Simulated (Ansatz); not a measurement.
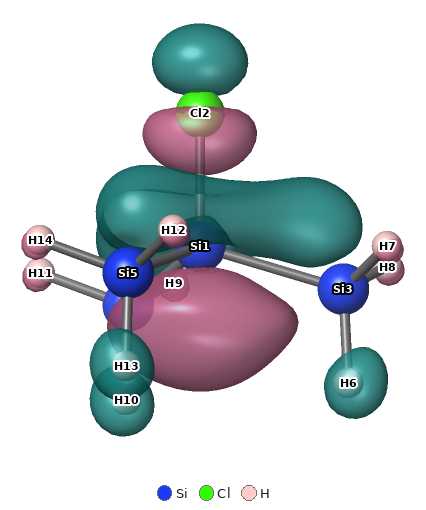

The picture shows: ClH$_{9}$Si$_{4}$ (SMILES [Si](Cl)([SiH3])([SiH3])[SiH3]). The LUMO at ±0.1 Å⁻³ᐟ² (teal and pink are the two phases), seen from one side.

Level of theory: Ansatz 0.2.0, DFT B3LYP, Gaussian basis def2-SVP.

Input

```
crystal:
  periodic: [false, false, false]
  atoms:
    - { symbol: Si, position_ang: [-1.420377, -0.637008, -1.218276] }
    - { symbol: Cl, position_ang: [-1.75379, -2.609093, -0.601744] }
    - { symbol: Si, position_ang: [-0.985589, 0.640568, 0.558026] }
    - { symbol: Si, position_ang: [-3.234019, 0.13995, -2.259205] }
    - { symbol: Si, position_ang: [0.316819, -0.572009, -2.616281] }
    - { symbol: H, position_ang: [-0.753151, 2.022629, 0.113722] }
    - { symbol: H, position_ang: [0.213449, 0.132163, 1.240169] }
    - { symbol: H, position_ang: [-2.133238, 0.602692, 1.476154] }
    - { symbol: H, position_ang: [-4.377323, 0.103036, -1.335635] }
    - { symbol: H, position_ang: [-2.988954, 1.52483, -2.687666] }
    - { symbol: H, position_ang: [-3.516582, -0.69833, -3.433484] }
    - { symbol: H, position_ang: [1.513344, -1.078065, -1.928006] }
    - { symbol: H, position_ang: [0.541933, 0.81687, -3.042737] }
    - { symbol: H, position_ang: [0.027397, -1.408918, -3.789868] }
basis:
  gaussian: { orbitals: def2-SVP }
hamiltonian:
  xc: b3lyp
relax:
  f_tol: 0.004
  max_steps: 200
output:
  orbitals: {}
```

Command:

```sh
ansatz run input.yaml --threads 4 --pin off --max-ram 10240MiB --backend cpu --events-out ev --progress --plain --runs-dir out
```

The fields are those of the relaxed geometry.

### Describe this orbital and give its energy.

It lies mainly on Si1 (about 35 %), Cl2 (about 15 %), Si3 (about 10 %), Si4 (about 10 %) and Si5 (about 10 %). Its energy is −1.07 eV.
